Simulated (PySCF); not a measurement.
## What a change does: NMR shielding calculation on C5H13PSSi

System: C5H13PSSi, SMILES C[SiH2]P1CCSCC1.
Method of run 1: GIAO wB97X-D/pcSseg-1 NMR shielding, non-relativistic, gas phase (PySCF 2.14.0).

The geometry comes from this level: PBE0-D3(BJ)/def2-SVP. Text and figures count atoms from 1; the logs count them from 0 in places.

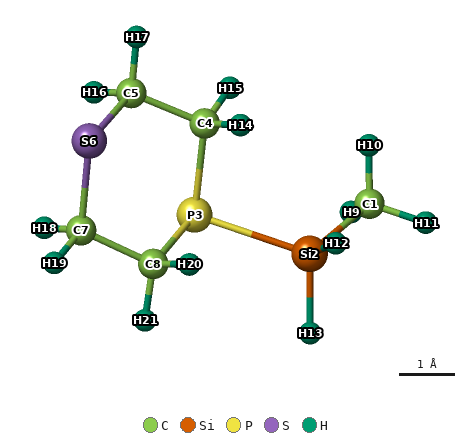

**Figure 1.** The input geometry (ball-and-stick view, seen at a tilt; atoms are numbered from 1 in the order of the input). Bond lengths as drawn: C–C 1.52 Å, C–H 1.10 Å, C–P 1.87 Å, C–S 1.82 Å, C–Si 1.88 Å, H–Si 1.50 Å and P–Si 2.26 Å.

## Input file, run 1
```
{"job": {"kind": "nmr", "xc": "wB97X-D", "basis": "pcSseg-1", "pop": false}, "charge": 0, "multiplicity": 1}
C      3.534484    -0.096820     0.366429
Si     1.882445    -0.574324     1.127016
P      0.300902    -0.682954    -0.481336
C      0.110312     1.147934    -0.827702
C     -1.196339     1.426761    -1.559919
S     -2.675653     1.163242    -0.541119
C     -2.483978    -0.602219    -0.162109
C     -1.206846    -0.930185     0.600640
H      3.834404    -0.831109    -0.395906
H      3.472380     0.891858    -0.113849
H      4.322174    -0.053003     1.133993
H      1.485542     0.418380     2.181054
H      1.966060    -1.923608     1.771137
H      0.146892     1.745684     0.098573
H      0.961426     1.449493    -1.461056
H     -1.272000     0.817100    -2.476015
H     -1.254268     2.483570    -1.865278
H     -2.546360    -1.184650    -1.096907
H     -3.371770    -0.853822     0.439534
H     -1.158602    -0.315949     1.515328
H     -1.215427    -1.990692     0.904443
```

The first line tells a small driver script what to run in PySCF; the rest is the geometry in Å.

Command:
```bash
OMP_NUM_THREADS=1 python <driver script> task.json out
```

Hardware: 1 CPU thread, shared host.

## Output (run 1)
```
coarse grid: 18368 points
cycle   1  E = -1227.1743373051  dE =  8.066e-01  |g| = 3.152e-01  |ddm| = 4.080e+00
cycle   2  E = -1227.1996329906  dE = -2.530e-02  |g| = 1.970e-01  |ddm| = 6.440e-01
cycle   3  E = -1227.2088569312  dE = -9.224e-03  |g| = 4.086e-02  |ddm| = 2.211e-01
cycle   4  E = -1227.2093247497  dE = -4.678e-04  |g| = 1.323e-02  |ddm| = 6.345e-02
cycle   5  E = -1227.2093749166  dE = -5.017e-05  |g| = 4.736e-03  |ddm| = 2.362e-02
cycle   6  E = -1227.2093820695  dE = -7.153e-06  |g| = 1.127e-03  |ddm| = 8.487e-03
final grid: 161480 points
cycle   7  E = -1227.2695999023  dE = -2.189e-04  |g| = 5.709e-03  |ddm| = 4.604e-02
cycle   8  E = -1227.2696050177  dE = -5.115e-06  |g| = 4.213e-03  |ddm| = 1.234e-02
cycle   9  E = -1227.2696089427  dE = -3.925e-06  |g| = 7.762e-04  |ddm| = 4.695e-03
cycle  10  E = -1227.2696091512  dE = -2.085e-07  |g| = 3.209e-04  |ddm| = 1.452e-03
cycle  11  E = -1227.2696091799  dE = -2.878e-08  |g| = 6.609e-05  |ddm| = 5.879e-04
cycle  12  E = -1227.2696091817  dE = -1.766e-09  |g| = 1.705e-05  |ddm| = 1.657e-04
cycle  13  E = -1227.2696091819  dE = -1.746e-10  |g| = 6.103e-06  |ddm| = 6.589e-05
converged SCF energy = -1227.2696091819

GIAO shielding tensors (ppm)
atom      isotropic    diamagn.    paramagn.     s11        s22        s33       span
  0 C      193.488     253.606     -60.119    186.696    194.685    199.081     12.385
  1 Si     382.038     881.635    -499.598    335.223    376.866    434.024     98.801
  2 P      445.609     969.250    -523.642    406.781    438.789    491.255     84.474
  3 C      160.058     254.415     -94.358    142.922    165.793    171.458     28.536
  4 C      151.638     246.814     -95.176    144.976    152.433    157.505     12.530
  5 S      494.749    1054.642    -559.893    378.130    479.314    626.803    248.673
  6 C      151.668     246.983     -95.316    145.458    152.143    157.402     11.944
  7 C      161.021     253.571     -92.551    144.905    167.635    170.522     25.618
  8 H       31.195      29.679       1.516     26.280     28.975     38.329     12.049
  9 H       31.188      31.680      -0.492     25.793     30.821     36.950     11.156
 10 H       31.036      26.631       4.405     26.050     27.444     39.615     13.565
 11 H       27.243      30.576      -3.334     23.482     26.751     31.496      8.014
 12 H       27.216      30.177      -2.962     23.449     25.773     32.424      8.975
 13 H       29.769      33.037      -3.268     25.397     29.853     34.057      8.661
 14 H       29.953      33.056      -3.103     24.092     29.089     36.678     12.587
 15 H       28.760      29.430      -0.670     23.993     27.704     34.584     10.591
 16 H       28.955      28.500       0.456     22.831     27.124     36.912     14.081
 17 H       28.759      29.268      -0.509     24.061     27.565     34.651     10.590
 18 H       28.972      28.269       0.703     22.913     26.986     37.016     14.103
 19 H       29.751      32.518      -2.766     25.252     29.703     34.299      9.047
 20 H       29.950      31.955      -2.005     24.428     28.297     37.125     12.697
```

For run 2 the input was changed thus:
```diff
-"xc": "wB97X-D"
+"xc": "PBE0"
-"pop": false
```

Predict how the results change.

The total energies belong to different methods, so their difference says nothing on which is more stable or more accurate. The HOMO goes from −8.32 to −6.44 eV. The LUMO goes from 2.01 to 0.28 eV. The dipole moment goes from 1.42 to 1.35 D. Of all shieldings, the largest change is that of P3, by +2.4 ppm. The functional changes from wB97X-D to PBE0. The SCF takes 12 iterations against 13.

## Output (run 2)
```
coarse grid: 18368 points
cycle   1  E = -1226.6181921475  dE =  5.702e-01  |g| = 3.922e-01  |ddm| = 4.160e+00
cycle   2  E = -1226.6128902629  dE =  5.302e-03  |g| = 4.238e-01  |ddm| = 7.616e-01
cycle   3  E = -1226.6593184304  dE = -4.643e-02  |g| = 5.558e-02  |ddm| = 4.097e-01
cycle   4  E = -1226.6600165734  dE = -6.981e-04  |g| = 2.538e-02  |ddm| = 1.081e-01
cycle   5  E = -1226.6601753145  dE = -1.587e-04  |g| = 6.324e-03  |ddm| = 3.406e-02
cycle   6  E = -1226.6601852548  dE = -9.940e-06  |g| = 1.353e-03  |ddm| = 6.954e-03
final grid: 161480 points
cycle   7  E = -1226.7105871747  dE = -3.011e-05  |g| = 1.037e-02  |ddm| = 3.639e-02
cycle   8  E = -1226.7105650956  dE =  2.208e-05  |g| = 1.392e-02  |ddm| = 2.167e-02
cycle   9  E = -1226.7106136874  dE = -4.859e-05  |g| = 1.018e-03  |ddm| = 1.365e-02
cycle  10  E = -1226.7106139565  dE = -2.690e-07  |g| = 2.161e-04  |ddm| = 1.485e-03
cycle  11  E = -1226.7106139688  dE = -1.231e-08  |g| = 5.079e-05  |ddm| = 2.700e-04
cycle  12  E = -1226.7106139694  dE = -6.137e-10  |g| = 1.629e-05  |ddm| = 8.162e-05
converged SCF energy = -1226.7106139694

GIAO shielding tensors (ppm)
atom      isotropic    diamagn.    paramagn.     s11        s22        s33       span
  0 C      193.624     253.421     -59.796    186.767    194.697    199.409     12.642
  1 Si     380.993     881.779    -500.786    333.384    376.149    433.446    100.061
  2 P      448.008     968.765    -520.757    411.488    442.631    489.904     78.416
  3 C      159.086     253.994     -94.908    141.764    164.234    171.261     29.497
  4 C      150.419     246.754     -96.335    142.964    151.335    156.957     13.993
  5 S      493.435    1054.341    -560.906    383.194    481.260    615.852    232.657
  6 C      150.479     246.959     -96.480    143.516    151.062    156.859     13.344
  7 C      160.119     253.203     -93.083    143.932    166.126    170.300     26.368
  8 H       31.084      29.567       1.517     26.137     28.831     38.285     12.148
  9 H       31.053      31.389      -0.336     25.622     30.683     36.853     11.231
 10 H       30.906      26.690       4.216     25.853     27.334     39.532     13.679
 11 H       27.086      30.350      -3.264     23.370     26.558     31.331      7.960
 12 H       27.069      30.120      -3.051     23.349     25.617     32.240      8.891
 13 H       29.537      32.456      -2.919     25.136     29.675     33.801      8.664
 14 H       29.742      32.766      -3.024     23.905     28.914     36.408     12.502
 15 H       28.520      29.178      -0.658     23.725     27.528     34.307     10.583
 16 H       28.737      28.406       0.332     22.643     26.943     36.626     13.983
 17 H       28.520      29.037      -0.517     23.786     27.395     34.379     10.593
 18 H       28.755      28.215       0.541     22.725     26.809     36.731     14.006
 19 H       29.516      31.978      -2.462     24.986     29.518     34.045      9.060
 20 H       29.740      31.746      -2.006     24.243     28.118     36.859     12.616
```

## The two runs side by side

```csv
quantity,run 1,run 2
outcome,converged,converged
total energy (hartree),−1227.269609,−1226.710614
HOMO (eV),−8.32,−6.44
LUMO (eV),2.01,0.28
dipole moment (D),1.42,1.35
shielding of Si2 (ppm),382.0,381.0
shielding of P3 (ppm),445.6,448.0
shielding of C4 (ppm),160.1,159.1
shielding of C5 (ppm),151.6,150.4
shielding of S6 (ppm),494.7,493.4
shielding of C7 (ppm),151.7,150.5
shielding of C8 (ppm),161.0,160.1
SCF iterations,13,12
basis functions,222,222
wall time (shared host),45 s,34 s
```
